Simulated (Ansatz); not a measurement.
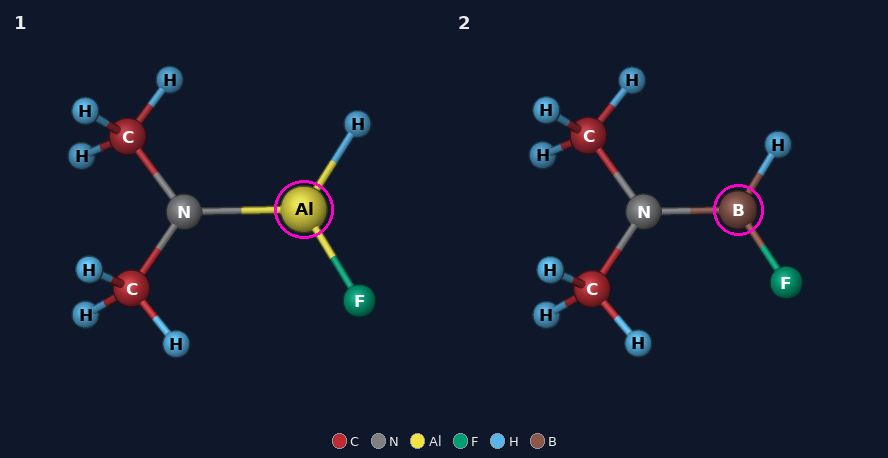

2 molecules with one skeleton, seen from the same side and at one scale; the atom that differs is circled. Each species is neutral and a spin singlet. Computed geometries: PBE0-D4/def2-TZVP optimisations, one conformation each. Properties computed with Ansatz 0.2.0.

One atom differs, called X below: Al in panel 1, B in panel 2. Their formulas are C2H7AlFN (`C[N](C)[AlH][F]`), C2H7BFN (`CN(C)BF`).

**In which is the HOMO energy (Kohn–Sham orbital) higher (revPBE-D4/def2-TZVPP)?**

In panel 1 (X = Al).

**In which is the length of X–H larger (PBE0-D4/def2-TZVP)?**

In panel 1 (X = Al).

Give the values. With PBE0-D4/def2-TZVP: length of X–F (Å), length of X–H (Å), length of X–N (Å), angle N–X–F (°). With revPBE-D4/def2-TZVPP: HOMO energy (Kohn–Sham orbital) (eV), HOMO–LUMO gap (eV). With ωB97M-V/def2-TZVPP: dipole moment (D).

```
                            quantity  1 (Al)  2 (B)   2 − 1
                   length of X–F (Å)   1.652  1.341  −0.311
                   length of X–H (Å)   1.571  1.197  −0.374
                   length of X–N (Å)   1.762  1.390  −0.372
                     angle N–X–F (°)   117.5  120.0    +2.5
HOMO energy (Kohn–Sham orbital) (eV)   −5.31  −5.97   −0.66
                  HOMO–LUMO gap (eV)    4.36   5.92   +1.56
                   dipole moment (D)    1.88   2.32   +0.44
```
